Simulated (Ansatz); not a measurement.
# CH6Sn + H2O: a complex and its separated parts, part 2 of 2

Ansatz 0.2.0, Gaussian basis. The steps go on from the part before.

### Step 13. CAM-B3LYP-D4/def2-TZVPP

The inputs:

parta/in.yaml

```yaml
crystal:
  periodic: [false, false, false]
  atoms:
    - {symbol: Sn, position_ang: [-0.564582, 1.040918, -0.411522]}
    - {symbol: H, position_ang: [-1.246465, 2.110497, -1.557404]}
    - {symbol: H, position_ang: [-1.760677, 0.628475, 0.737954]}
    - {symbol: H, position_ang: [0.719273, 1.836084, 0.389401]}
    - {symbol: C, position_ang: [0.156227, -0.721250, -1.388272]}
    - {symbol: H, position_ang: [0.590483, -1.401640, -0.655857]}
    - {symbol: H, position_ang: [0.918469, -0.455489, -2.120607]}
    - {symbol: H, position_ang: [-0.664161, -1.226152, -1.898170]}
basis:
  gaussian: {orbitals: def2-TZVPP}
hamiltonian: {xc: {name: CAM-B3LYP}, dispersion: d4}
```

partb/in.yaml

```yaml
crystal:
  periodic: [false, false, false]
  atoms:
    - {symbol: O, position_ang: [0.685016, -0.833340, 1.994732]}
    - {symbol: H, position_ang: [-0.097220, -0.817855, 2.550250]}
    - {symbol: H, position_ang: [1.263538, -0.160348, 2.359596]}
basis:
  gaussian: {orbitals: def2-TZVPP}
hamiltonian: {xc: {name: CAM-B3LYP}, dispersion: d4}
```

One command serves all of them, each in its own folder.

On the command line:

```bash
> ansatz run in.yaml --threads 4 --pin off --events-out ev --progress --plain --max-ram 9574MiB
```

Log of parta (excerpt; [...] marks lines left out):

```text
Functional definition: CAM-B3LYP
  name "CAM-B3LYP"
  cite "Yanai, Tew & Handy, Chem. Phys. Lett. 393, 51 (2004) doi:10.1016/j.cplett.2004.06.011"
  cite "Iikura, Tsuneda, Yanai & Hirao, J. Chem. Phys. 115, 3540 (2001) doi:10.1063/1.1383587"
  cite "Becke, Phys. Rev. A 38, 3098 (1988) doi:10.1103/PhysRevA.38.3098"
  cite "Lee, Yang & Parr, Phys. Rev. B 37, 785 (1988) doi:10.1103/PhysRevB.37.785"
[...]
  # Exact exchange under (alpha + beta erf(omega r))/r, Becke's under what is left of 1/r.
[...]
966 factors; their error is unknown
252 factors; integrals over basis functions are off by at most 1.2e-5 eV
[...]
mean field -6965.05341920 eV, -255.9609920729 hartree, gradient 3.9e-5 eV, S^2 0.000000; 0 other end points of the search recorded, 0 dependent functions left out
reference -6965.05355697 eV, -255.9609971359 hartree; 17, 17 occupied and 148, 148 virtual orbitals, 966 factors
Total energy: -6965.14972067 eV, -255.9645310867 hartree
```

Output in partb (excerpt; [...] marks lines left out):

```text
[... 6 set-up lines as earlier in the session ...]
[...]
  # Exact exchange under (alpha + beta erf(omega r))/r, Becke's under what is left of 1/r.
[...]
269 factors; their error is unknown
72 factors; integrals over basis functions are off by at most 1.6e-5 eV
[...]
mean field -2079.99969224 eV, -76.4385788153 hartree, gradient 1.1e-5 eV, S^2 0.000000; 0 other end points of the search recorded, 0 dependent functions left out
reference -2079.99975966 eV, -76.4385812932 hartree; 5, 5 occupied and 54, 54 virtual orbitals, 269 factors
Total energy: -2080.00382543 eV, -76.4387307073 hartree
```

Wall times: 2.6 s (parta), 0.51 s (partb) on 4 threads of Intel Xeon at 2.50GHz, shared host.

### Step 14. wB97X-V/def2-TZVPP

The same edit goes into each in.yaml of step 13 (parta, partb):

```diff
-hamiltonian: {xc: {name: CAM-B3LYP}, dispersion: d4}
+hamiltonian: {xc: {name: wB97X-V}}
```

One command serves all of them, each in its own folder.

On the command line:

```bash
> ansatz run in.yaml --threads 4 --pin off --events-out ev --progress --plain --max-ram 9574MiB
```

Output in parta (excerpt; [...] marks lines left out):

```text
Functional definition: wB97X-V
  name "wB97X-V"
  cite "Mardirossian & Head-Gordon, Phys. Chem. Chem. Phys. 16, 9904 (2014) doi:10.1039/C3CP54374A"
[... 2 set-up lines as earlier in the session ...]
[...]
      + integral(e_c_pw_opposite_spin*poly(b97_u_opposite, cos0, cos1)) + vv10(b, c)
966 factors; their error is unknown
252 factors; integrals over basis functions are off by at most 8.2e-6 eV
[...]
mean field -6965.42255492 eV, -255.9745575602 hartree, gradient 2.5e-5 eV, S^2 0.000000; 0 other end points of the search recorded, 0 dependent functions left out
reference -6965.42255256 eV, -255.9745574735 hartree; 17, 17 occupied and 148, 148 virtual orbitals, 966 factors
Total energy: -6965.42255256 eV, -255.9745574735 hartree
```

Output in partb (excerpt; [...] marks lines left out):

```text
[... 5 set-up lines as earlier in the session ...]
[...]
      + integral(e_c_pw_opposite_spin*poly(b97_u_opposite, cos0, cos1)) + vv10(b, c)
269 factors; their error is unknown
69 factors; integrals over basis functions are off by at most 2.2e-5 eV
[...]
mean field -2079.88766706 eV, -76.4344619661 hartree, gradient 2.2e-5 eV, S^2 0.000000; 0 other end points of the search recorded, 0 dependent functions left out
reference -2079.88766617 eV, -76.4344619332 hartree; 5, 5 occupied and 54, 54 virtual orbitals, 269 factors
Total energy: -2079.88766617 eV, -76.4344619332 hartree
```

Wall times: 5.5 s (parta), 0.76 s (partb) on 4 threads of Intel Xeon at 2.50GHz, shared host.

### Step 15. wB97M-V/def2-TZVPP

Each input of step 14 (parta, partb) changes in the same lines:

```diff
-hamiltonian: {xc: {name: wB97X-V}}
+hamiltonian: {xc: {name: wB97M-V}}
```

One command serves all of them, each in its own folder.

On the command line:

```bash
> ansatz run in.yaml --threads 4 --pin off --events-out ev --progress --plain --max-ram 9574MiB
```

Log of parta (excerpt; [...] marks lines left out):

```text
Functional definition: wB97M-V
  name "wB97M-V"
  cite "Mardirossian & Head-Gordon, J. Chem. Phys. 144, 214110 (2016) doi:10.1063/1.4952647"
[... 2 set-up lines as earlier in the session ...]
  # Of w^i u^j: cxij and so on, Table III.
[...]
  gx(w, u) = 1 - cx + cx01*u + cx10*w
[...]
      + integral(e_c_pw_mod_opposite_spin*gos(b97_w_opposite, b97_u_opposite)) + vv10(b, c)
966 factors; their error is unknown
252 factors; integrals over basis functions are off by at most 8.2e-6 eV
[...]
mean field -6963.72959498 eV, -255.9123424299 hartree, gradient 4.5e-5 eV, S^2 0.000000; 0 other end points of the search recorded, 0 dependent functions left out
reference -6963.72965321 eV, -255.9123445699 hartree; 17, 17 occupied and 148, 148 virtual orbitals, 966 factors
Total energy: -6963.72965321 eV, -255.9123445699 hartree
```

Output in partb (excerpt; [...] marks lines left out):

```text
[... 5 set-up lines as earlier in the session ...]
  # Of w^i u^j: cxij and so on, Table III.
[...]
  gx(w, u) = 1 - cx + cx01*u + cx10*w
[...]
      + integral(e_c_pw_mod_opposite_spin*gos(b97_w_opposite, b97_u_opposite)) + vv10(b, c)
269 factors; their error is unknown
69 factors; integrals over basis functions are off by at most 2.2e-5 eV
[...]
mean field -2079.85937511 eV, -76.4334222560 hartree, gradient 2.9e-5 eV, S^2 0.000000; 0 other end points of the search recorded, 0 dependent functions left out
reference -2079.85939712 eV, -76.4334230648 hartree; 5, 5 occupied and 54, 54 virtual orbitals, 269 factors
Total energy: -2079.85939712 eV, -76.4334230648 hartree
```

Times: 6 s (parta), 0.71 s (partb) on 4 threads of Intel Xeon at 2.50GHz, shared host.

### Step 16. B2PLYP/def2-TZVPP

The same edit goes into each in.yaml of step 15 (parta, partb):

```diff
-hamiltonian: {xc: {name: wB97M-V}}
+hamiltonian: {xc: {name: B2PLYP}}
```

Each run has its own folder and the same command.

On the command line:

```bash
> ansatz run in.yaml --threads 4 --pin off --events-out ev --progress --plain --max-ram 9574MiB
```

Log of parta (excerpt; [...] marks lines left out):

```text
Functional definition: B2PLYP
  name "B2PLYP"
  cite "Grimme, J. Chem. Phys. 124, 034108 (2006) doi:10.1063/1.2148954"
[... 2 set-up lines as earlier in the session ...]
[...]
1098 factors; integrals over basis functions are off by at most 1.1e-3 eV
[...]
mean field -6954.58198027 eV, -255.5761737898 hartree, gradient 5.0e-6 eV, S^2 0.000000; 0 other end points of the search recorded, 0 dependent functions left out
5 core orbitals not correlated: weight in the atoms' cores, before any rotation towards them, 1.000 or more for the frozen orbitals, at most 0.000 for the correlated occupied ones
reference -6954.58215615 eV, -255.5761802536 hartree; 12, 12 occupied and 148, 148 virtual orbitals, 1098 factors
second order -17.21615598 eV of doubles, -0.00000000 eV of singles
Total energy: -6959.23051827 eV, -255.7470044105 hartree
```

partb printed (excerpt; [...] marks lines left out):

```text
[... 5 set-up lines as earlier in the session ...]
[...]
361 factors; integrals over basis functions are off by at most 7.6e-4 eV
[...]
mean field -2077.03831467 eV, -76.3297501969 hartree, gradient 8.4e-7 eV, S^2 0.000000; 0 other end points of the search recorded, 0 dependent functions left out
1 core orbitals not correlated: weight in the atoms' cores, before any rotation towards them, 1.000 or more for the frozen orbitals, at most 0.000 for the correlated occupied ones
reference -2077.03839969 eV, -76.3297533213 hartree; 4, 4 occupied and 54, 54 virtual orbitals, 361 factors
second order -8.41855594 eV of doubles, -0.00000000 eV of singles
Total energy: -2079.31140979 eV, -76.4132849018 hartree
```

Wall times: 3.9 s (parta), 0.8 s (partb) on 4 threads of Intel Xeon at 2.50GHz, shared host.

### Step 17. PBE-QIDH/def2-TZVPP

The same edit goes into each in.yaml of step 16 (parta, partb):

```diff
-hamiltonian: {xc: {name: B2PLYP}}
+hamiltonian: {xc: {name: PBE-QIDH}}
```

One command serves all of them, each in its own folder.

On the command line:

```bash
> ansatz run in.yaml --threads 4 --pin off --events-out ev --progress --plain --max-ram 9574MiB
```

parta printed (excerpt; [...] marks lines left out):

```text
Functional definition: PBE-QIDH
  name "PBE-QIDH"
  cite "Brémond, Sancho-García, Pérez-Jiménez & Adamo, J. Chem. Phys. 141, 031101 (2014) doi:10.1063/1.4890314"
[... 1 set-up line as earlier in the session ...]
[...]
1098 factors; integrals over basis functions are off by at most 1.1e-3 eV
[...]
mean field -6954.05273161 eV, -255.5567242605 hartree, gradient 3.1e-6 eV, S^2 0.000000; 0 other end points of the search recorded, 0 dependent functions left out
5 core orbitals not correlated: weight in the atoms' cores, before any rotation towards them, 1.000 or more for the frozen orbitals, at most 0.000 for the correlated occupied ones
reference -6954.05274566 eV, -255.5567247767 hartree; 12, 12 occupied and 148, 148 virtual orbitals, 1098 factors
second order -16.08651113 eV of doubles, -0.00000000 eV of singles
Total energy: -6959.41491604 eV, -255.7537809035 hartree
```

Log of partb (excerpt; [...] marks lines left out):

```text
[... 4 set-up lines as earlier in the session ...]
[...]
361 factors; integrals over basis functions are off by at most 7.6e-4 eV
[...]
mean field -2075.58440877 eV, -76.2763201407 hartree, gradient 2.2e-6 eV, S^2 0.000000; 0 other end points of the search recorded, 0 dependent functions left out
1 core orbitals not correlated: weight in the atoms' cores, before any rotation towards them, 1.000 or more for the frozen orbitals, at most 0.000 for the correlated occupied ones
reference -2075.58441426 eV, -76.2763203425 hartree; 4, 4 occupied and 54, 54 virtual orbitals, 361 factors
second order -7.85884917 eV of doubles, -0.00000000 eV of singles
Total energy: -2078.20403065 eV, -76.3725894692 hartree
```

Times: 4 s (parta), 0.55 s (partb) on 4 threads of Intel Xeon at 2.50GHz, shared host.

### Step 18. RPA on PBE/def2-TZVPP

The same edit goes into each in.yaml of step 17 (parta, partb):

```diff
-hamiltonian: {xc: {name: PBE-QIDH}}
+hamiltonian: {xc: pbe}
+correlation: {method: rpa}
```

Each run has its own folder and the same command.

On the command line:

```bash
> ansatz run in.yaml --threads 4 --pin off --events-out ev --progress --plain --max-ram 9574MiB
```

Output in parta (excerpt; [...] marks lines left out):

```text
[... 4 set-up lines as earlier in the session ...]
[...]
1098 factors; integrals over basis functions are off by at most 1.1e-3 eV
[...]
mean field -6964.17438615 eV, -255.9286882041 hartree, gradient 3.1e-6 eV, S^2 0.000000; 0 other end points of the search recorded, 0 dependent functions left out
5 core orbitals not correlated: weight in the atoms' cores, before any rotation towards them, 1.000 or more for the frozen orbitals, at most 0.000 for the correlated occupied ones
reference -6929.90292832 eV, -254.6692353588 hartree; 12, 12 occupied and 148, 148 virtual orbitals, 1098 factors
Total energy: -6953.01126985 eV, -255.5184512469 hartree
```

Output in partb (excerpt; [...] marks lines left out):

```text
[... 4 set-up lines as earlier in the session ...]
[...]
361 factors; integrals over basis functions are off by at most 7.6e-4 eV
[...]
mean field -2078.40750797 eV, -76.3800671225 hartree, gradient 2.1e-6 eV, S^2 0.000000; 0 other end points of the search recorded, 0 dependent functions left out
1 core orbitals not correlated: weight in the atoms' cores, before any rotation towards them, 1.000 or more for the frozen orbitals, at most 0.000 for the correlated occupied ones
reference -2069.53706235 eV, -76.0540842586 hartree; 4, 4 occupied and 54, 54 virtual orbitals, 361 factors
Total energy: -2080.48254468 eV, -76.4563233152 hartree
```

Times: 3.8 s (parta), 0.56 s (partb) on 4 threads of Intel Xeon at 2.50GHz, shared host.

### Step 19. CCSD(T)/def2-TZVPP

Each input of step 18 (parta, partb) changes in the same lines:

```diff
-hamiltonian: {xc: pbe}
-correlation: {method: rpa}
+correlation: {method: ccsd_t}
```

Each run has its own folder and the same command.

On the command line:

```bash
> ansatz run in.yaml --threads 4 --pin off --events-out ev --progress --plain --max-ram 9574MiB
```

Output in parta (excerpt; [...] marks lines left out):

```text
Functional definition: HF
  name "HF"
  cite "Fock, Z. Phys. 61, 126 (1930) doi:10.1007/BF01340294"
[... 1 set-up line as earlier in the session ...]
[...]
1098 factors; integrals over basis functions are off by at most 1.1e-3 eV
[...]
mean field -6930.75281642 eV, -254.7004681704 hartree, gradient 1.9e-6 eV, S^2 0.000000; 0 other end points of the search recorded, 0 dependent functions left out
5 core orbitals not correlated: weight in the atoms' cores, before any rotation towards them, 1.000 or more for the frozen orbitals, at most 0.000 for the correlated occupied ones
reference -6930.75281642 eV, -254.7004681704 hartree; 12, 12 occupied and 148, 148 virtual orbitals, 1098 factors
second order -14.37872115 eV of doubles, -0.00000000 eV of singles
cycle   1  -14.62758202 eV  change   -2.5e-1 eV  update   8.4e-2
[...]
cycle   8  -15.07503726 eV  change   -1.2e-5 eV  update   2.0e-5
perturbative correction -0.44360321 eV, -0.0163021174 hartree
Total energy: -6946.27145689 eV, -255.2707676888 hartree
```

Output in partb (excerpt; [...] marks lines left out):

```text
[... 4 set-up lines as earlier in the session ...]
[...]
361 factors; integrals over basis functions are off by at most 7.6e-4 eV
[...]
mean field -2069.76249209 eV, -76.0623686490 hartree, gradient 3.6e-6 eV, S^2 0.000000; 0 other end points of the search recorded, 0 dependent functions left out
1 core orbitals not correlated: weight in the atoms' cores, before any rotation towards them, 1.000 or more for the frozen orbitals, at most 0.000 for the correlated occupied ones
reference -2069.76249209 eV, -76.0623686490 hartree; 4, 4 occupied and 54, 54 virtual orbitals, 361 factors
second order -7.10545819 eV of doubles, -0.00000000 eV of singles
cycle   1  -7.11154860 eV  change   -6.1e-3 eV  update   4.1e-2
[...]
cycle   8  -7.26598743 eV  change    3.7e-6 eV  update   7.2e-6
perturbative correction -0.20739047 eV, -0.0076214593 hartree
Total energy: -2077.23586999 eV, -76.3370102211 hartree
```

They took 12 s (parta), 0.56 s (partb) on 4 threads of Intel Xeon at 2.50GHz, shared host; peak memory 1 GiB.

### Step 20. Vibrations of CH6Sn

The input, vib-parta/in.yaml:

```yaml
crystal:
  periodic: [false, false, false]
  atoms:
    - {symbol: Sn, position_ang: [-0.564582, 1.040918, -0.411522]}
    - {symbol: H, position_ang: [-1.246465, 2.110497, -1.557404]}
    - {symbol: H, position_ang: [-1.760677, 0.628475, 0.737954]}
    - {symbol: H, position_ang: [0.719273, 1.836084, 0.389401]}
    - {symbol: C, position_ang: [0.156227, -0.721250, -1.388272]}
    - {symbol: H, position_ang: [0.590483, -1.401640, -0.655857]}
    - {symbol: H, position_ang: [0.918469, -0.455489, -2.120607]}
    - {symbol: H, position_ang: [-0.664161, -1.226152, -1.898170]}
basis:
  gaussian: {orbitals: def2-TZVP}
hamiltonian: {xc: pbe0, dispersion: d4}
phonons: {temperatures: {t_min: 298.15, t_max: 900, t_step: 200}}
```

On the command line:

```bash
> ansatz run in.yaml --threads 4 --pin off --events-out ev --progress --plain --max-ram 9574MiB
```

The program printed (excerpt; [...] marks lines left out):

```text
[... 5 set-up lines as earlier in the session ...]
[...]
905 factors; their error is unknown
[...]
mean field -6964.79545107 eV, -255.9515119191 hartree, gradient 6.6e-5 eV, S^2 0.000000; 0 other end points of the search recorded, 0 dependent functions left out
[...]
Atom 5 at     0.590483    -1.401640    -0.655857 Å, force     0.000495    -0.000659     0.001239 eV/Å
Atom 6 at     0.918469    -0.455489    -2.120607 Å, force     0.000977     0.000822    -0.000587 eV/Å
Atom 7 at    -0.664161    -1.226152    -1.898170 Å, force    -0.001346    -0.000310    -0.000260 eV/Å
Dipole moment:     0.055039    -0.134521    -0.074462 e Å
Vibrations: 109.76 408.25 408.30 535.87 697.92 726.78 726.80 795.38 795.38 1228.39 1455.69 1455.69 1937.32 1937.37 1938.45 3070.19 3166.34 3166.38 cm⁻¹, zero-point energy 1.522542 eV
```

It took 44 s on 4 threads of Intel Xeon at 2.50GHz, shared host.

Wavenumbers and character of the modes:

```tsv
mode	wavenumber (cm⁻¹)	character
1	110	torsion
2	408	bend
3	408	bend
4	536	Sn–C stretch
5	698	bend
6	727	bend with torsion
7	727	bend with torsion
8	795	bend
9	795	bend
10	1228	bend
11	1456	bend
12	1456	bend
13	1937	Sn–H stretch
14	1937	Sn–H stretch
15	1938	Sn–H stretch
16	3070	C–H stretch
17	3166	C–H stretch
18	3166	C–H stretch
```

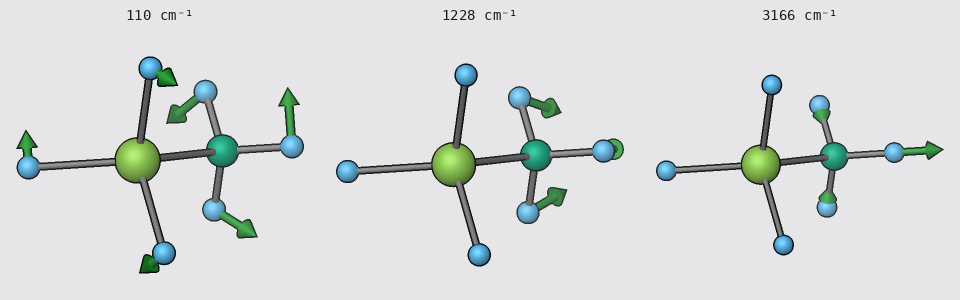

How the atoms move in 3 of the modes.

Vibrational sums (real modes only):

```tsv
T (K)	entropy (J/mol/K)	heat capacity (J/mol/K)
298	29.6	42.4
498	58.1	69.3
698	84.7	88.2
898	108.7	102.0
```

### Step 21. Vibrations of H2O

The input, vib-partb/in.yaml:

```yaml
crystal:
  periodic: [false, false, false]
  atoms:
    - {symbol: O, position_ang: [0.685016, -0.833340, 1.994732]}
    - {symbol: H, position_ang: [-0.097220, -0.817855, 2.550250]}
    - {symbol: H, position_ang: [1.263538, -0.160348, 2.359596]}
basis:
  gaussian: {orbitals: def2-TZVP}
hamiltonian: {xc: pbe0, dispersion: d4}
phonons: {temperatures: {t_min: 298.15, t_max: 900, t_step: 200}}
```

On the command line:

```bash
> ansatz run in.yaml --threads 4 --pin off --events-out ev --progress --plain --max-ram 9574MiB
```

The program printed (excerpt; [...] marks lines left out):

```text
[... 5 set-up lines as earlier in the session ...]
[...]
239 factors; their error is unknown
[...]
mean field -2078.33307677 eV, -76.3773318266 hartree, gradient 1.2e-5 eV, S^2 0.000000; 0 other end points of the search recorded, 0 dependent functions left out
[...]
Total energy: -2078.33734639 eV, -76.3774887324 hartree
Atom 0 at     0.685016    -0.833340     1.994732 Å, force     0.000608    -0.002055    -0.002747 eV/Å
Atom 1 at    -0.097220    -0.817855     2.550250 Å, force    -0.000381     0.000990     0.001384 eV/Å
Atom 2 at     1.263538    -0.160348     2.359596 Å, force    -0.000227     0.001065     0.001363 eV/Å
Dipole moment:    -0.075122     0.253885     0.339403 e Å
Vibrations: 1622.62 3851.93 3959.80 cm⁻¹, zero-point energy 0.584856 eV
```

Run time: 1.4 s. Hardware: 4 threads of Intel Xeon at 2.50GHz, shared host.

The modes, with what each moves most:

```tsv
mode	wavenumber (cm⁻¹)	character
1	1623	bend
2	3852	O–H stretch
3	3960	O–H stretch
```

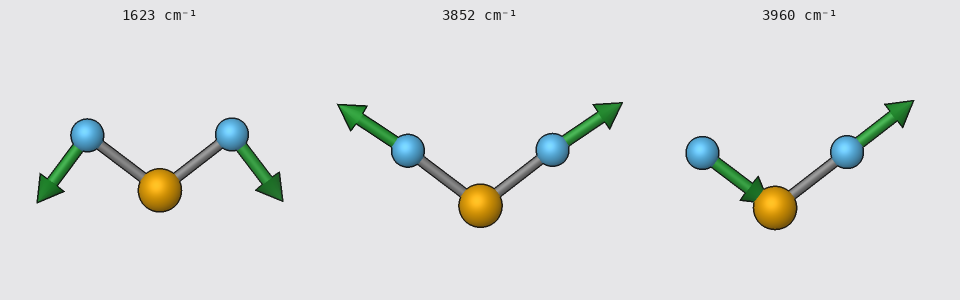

How the atoms move in 3 of the modes.

Vibrational sums (real modes only):

```tsv
T (K)	entropy (J/mol/K)	heat capacity (J/mol/K)
298	0.0	0.2
498	0.4	1.7
698	1.4	3.9
898	2.6	6.1
```

### Step 22. Complex less separated parts

The complex's own energies come from single points at the same levels.

Rows are in def2-TZVPP; times add the 3 runs of a level on a shared host, so small differences are noise.

Differences are taken before rounding.

```tsv
method	rung	complex less parts (kcal/mol)	from CCSD(T) (kcal/mol)	time
SPW92	LDA	-5.1	-2.1	3.6 s
PBE-D4	GGA	-3.7	-0.6	5.2 s
BLYP-D4	GGA	-3.3	-0.2	5.5 s
r2SCAN-D4	meta-GGA	-3.5	-0.4	8.8 s
B97M-V	meta-GGA	-4.0	-1.0	15 s
PBE0-D4	hybrid	-3.4	-0.3	7.4 s
B3LYP-D4	hybrid	-3.3	-0.2	7.3 s
r2SCAN0-D4	hybrid	-3.4	-0.3	10 s
BHLYP-D4	hybrid	-3.5	-0.4	6.7 s
CAM-B3LYP-D4	range-separated hybrid	-3.4	-0.4	8.1 s
wB97X-V	range-separated hybrid	-3.5	-0.5	17 s
wB97M-V	range-separated hybrid	-3.7	-0.7	16 s
B2PLYP	double hybrid	-2.3	+0.7	12 s
PBE-QIDH	double hybrid	-2.8	+0.3	12 s
RPA on PBE	RPA	-2.7	+0.4	12 s
Hartree-Fock	wavefunction	-1.0	+2.0	
MP2	wavefunction	-3.1	0.0	
CCSD	wavefunction	-2.7	+0.3	
CCSD(T)	wavefunction	-3.1	0	2.3 min
```

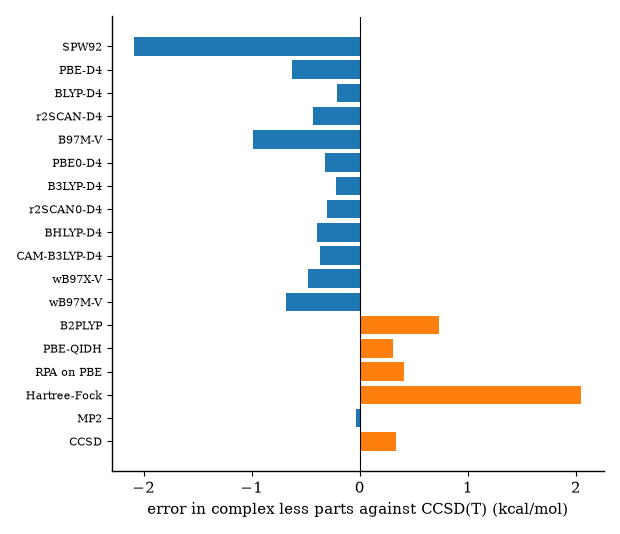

Deviations from CCSD(T), method by method.

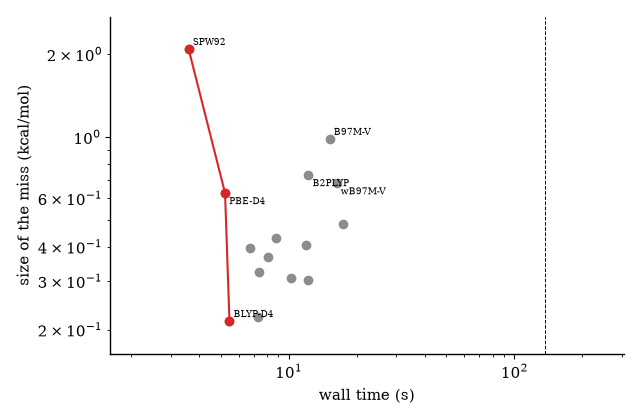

Accuracy for the time spent; red marks the levels that beat every quicker one drawn (of those quicker than the yardstick), and the dashed line is the time of CCSD(T). Only those levels and the largest misses are named. Times are from a shared host.

For cost: BLYP-D4 gets within 0.2 kcal/mol in 5.5 s, where CCSD(T) took 2.3 min; the quickest level in the cost chart, SPW92, takes 3.6 s and misses by 2.1 kcal/mol.

The complex's zero-point energy, from a separate PBE0-D4 run, is 2.155 eV.

### Step 23. Outcome

What follows sums up all 2 parts.

| quantity | value |
| --- | --- |
| complex less parts, CCSD(T)/def2-TZVPP | -3.1 kcal/mol |
| with zero-point energy | -2.0 kcal/mol |
| largest T1 diagnostic | 0.012 |

In words: At CCSD(T) the complex lies 3.1 kcal/mol below its parts. BLYP-D4 is the best functional here (-0.2 kcal/mol from CCSD(T)); SPW92 is the worst (-2.1 kcal/mol). B3LYP-D4 is as near within the digits shown. By rung, the mean size of the error is: LDA 2.1, GGA 0.4, meta-GGA 0.7, hybrid 0.3, range-separated hybrid 0.5, double hybrid 0.5 kcal/mol. PBE-D4 gives a relative energy 0.6 kcal/mol too low, inside chemical accuracy (1 kcal/mol). No counterpoise was applied, and triple zeta lacks some correlation, so the CCSD(T) reference has a basis error of its own, and close matches with it are partly luck.
